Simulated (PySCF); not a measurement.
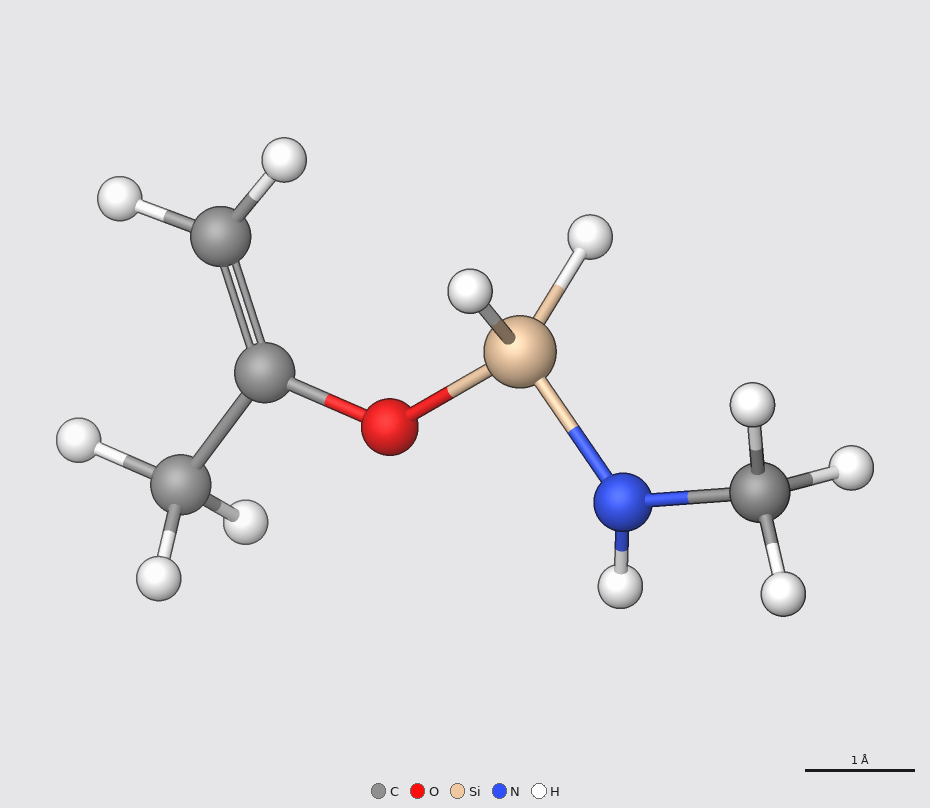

A ball-and-stick model of a molecule. Double and triple bonds are drawn as two and three sticks.

Computed geometry: GFN2-xTB optimisation. No frequency run is at hand to confirm it as a minimum.

**Which formula does it have?**

C₄H₁₁NOSi, 18 atoms: 4 carbon, 11 hydrogen, 1 nitrogen, 1 oxygen and 1 silicon.

**How many bonds of each kind are drawn?**

8 C–H, 2 C–C, 2 Si–H, 1 C–O, 1 O–Si, 1 N–Si, 1 C–N, 1 N–H.

**Describe its rings.**

It has no ring.

The parts below concern this one geometry. Atoms keep their numbers from picture to picture.

Shape

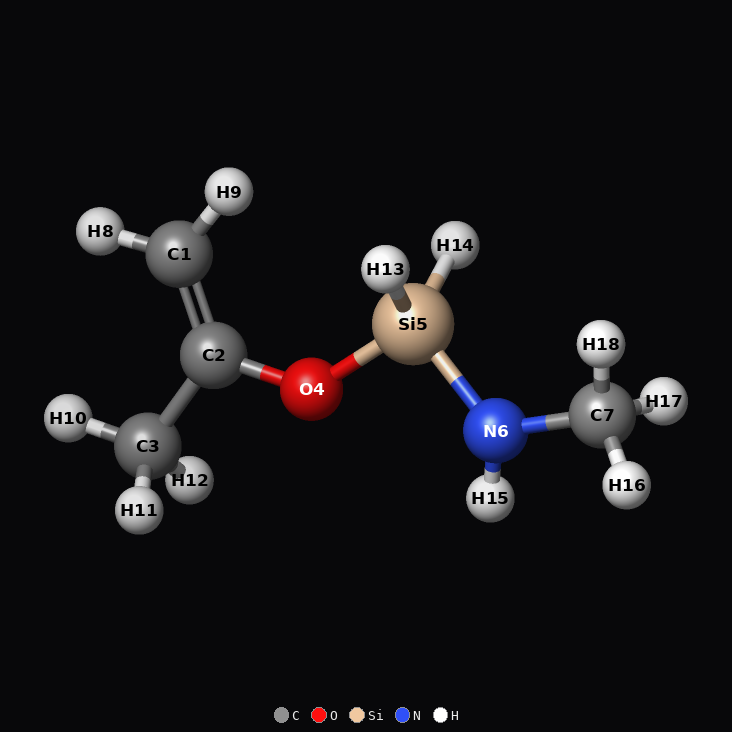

Atoms carry their numbers in the input. No frequency run is at hand to confirm it as a minimum.

Estimate the angles C1–C2–O4, C2–C1–H9, C2–C3–H10, C2–C3–H11, C2–O4–Si5, O4–Si5–N6, O4–Si5–H14, Si5–N6–C7, Si5–N6–H15, N6–Si5–H13, N6–Si5–H14, N6–C7–H18.

```tsv
angle	degrees
C1–C2–O4	124.1
C2–C1–H9	121.4
C2–C3–H10	111.0
C2–C3–H11	109.6
C2–O4–Si5	131.7
O4–Si5–N6	99.8
O4–Si5–H14	109.8
Si5–N6–C7	122.0
Si5–N6–H15	118.3
N6–Si5–H13	107.7
N6–Si5–H14	116.5
N6–C7–H18	108.6
```

Electronic properties

No frequency run is at hand to confirm it as a minimum. Level of theory: PBE0/def2-SVPD, gas phase (PySCF 2.14.0). Excitations: vertical, linear response.

Predict the main results.

- dipole moment: 0.99 D
- HOMO energy (Kohn–Sham orbital): −6.64 eV
- LUMO energy (Kohn–Sham orbital): 0.41 eV
- HOMO–LUMO gap: 7.04 eV
- mean static polarisability: 86.6 bohr³
- lowest vertical singlet excitation: 5.75 eV
- its oscillator strength: 0.003
- brightest of the 6 lowest singlets: 6.68 eV
- its oscillator strength: 0.06

NMR shielding

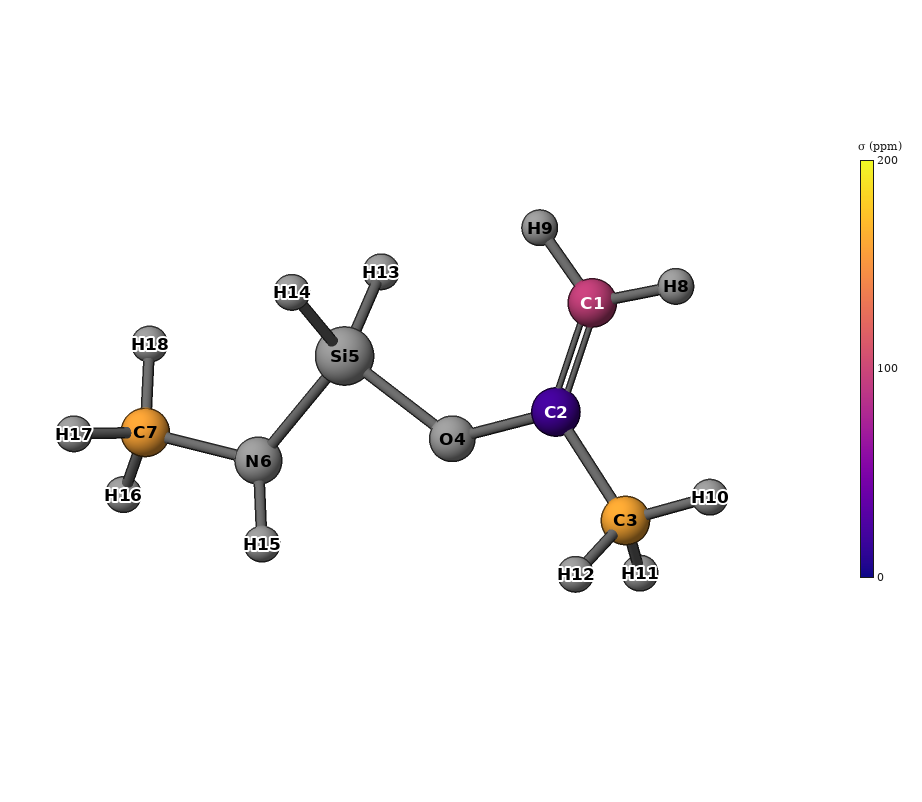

Atoms are coloured by their isotropic NMR shieldings (C only, the others grey). No frequency run is at hand to confirm it as a minimum. Method: GIAO PBE0/pcSseg-1 NMR shielding, non-relativistic, gas phase (PySCF 2.14.0).

Give the isotropic NMR shieldings of the C atoms atom by atom.

```tsv
atom	σ (ppm)
C1	96.2
C2	22.6
C3	161.5
C7	158.9
```

Charges

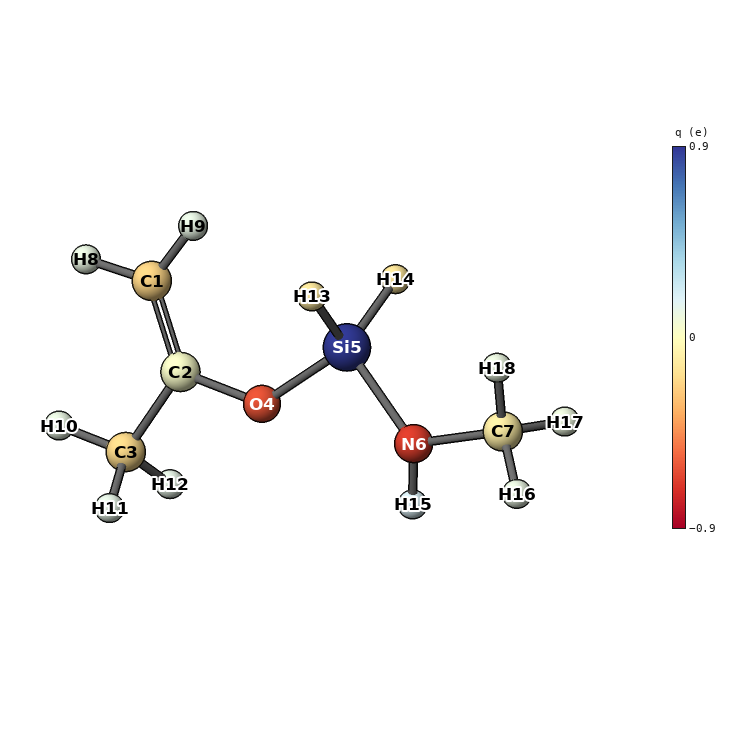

Atoms are coloured by their Mulliken charges. No frequency run is at hand to confirm it as a minimum. Level of theory: PBE0/pcSseg-1, gas phase (PySCF 2.14.0).

Give the Mulliken charges atom by atom.

| atom | value (e) |
| --- | --- |
| C1 | −0.21 |
| C2 | 0.03 |
| C3 | −0.20 |
| O4 | −0.61 |
| Si5 | 0.88 |
| N6 | −0.67 |
| C7 | −0.09 |
| H8 | 0.11 |
| H9 | 0.12 |
| H10 | 0.12 |
| H11 | 0.13 |
| H12 | 0.13 |
| H13 | −0.13 |
| H14 | −0.13 |
| H15 | 0.19 |
| H16 | 0.12 |
| H17 | 0.10 |
| H18 | 0.11 |

Bond orders

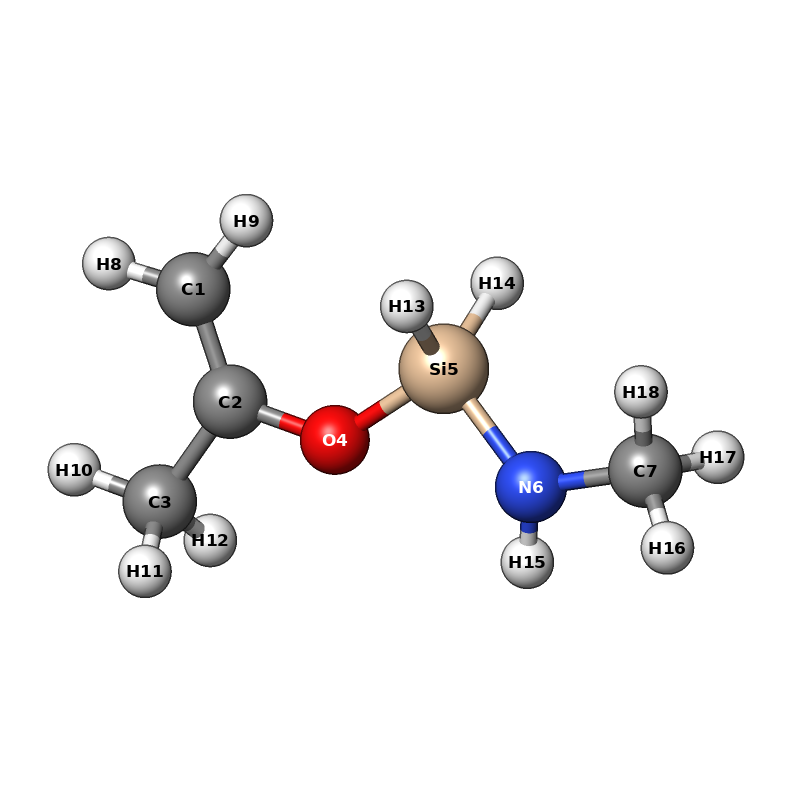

Every bond is drawn as one stick. No frequency run is at hand to confirm it as a minimum. Computed with PBE0/pcSseg-1 (PySCF 2.14.0).

List the Mayer bond orders of C1–C2, C2–C3, C2–O4, O4–Si5, Si5–N6, N6–C7 (bonds between heavy atoms, one of each equivalent set).

| bond | Mayer order | length (Å) |
| --- | --- | --- |
| C1–C2 | 1.90 | 1.325 |
| C2–C3 | 1.05 | 1.501 |
| C2–O4 | 0.96 | 1.348 |
| O4–Si5 | 0.91 | 1.625 |
| Si5–N6 | 1.03 | 1.709 |
| N6–C7 | 0.98 | 1.438 |

Mulliken values depend strongly on the basis set and can even reverse the polarity of a bond. The geometry is semi-empirical. Around Si such bond lengths and angles can be off by a tenth of an ångström or more and by several degrees, and values that hang on the shape move with them.
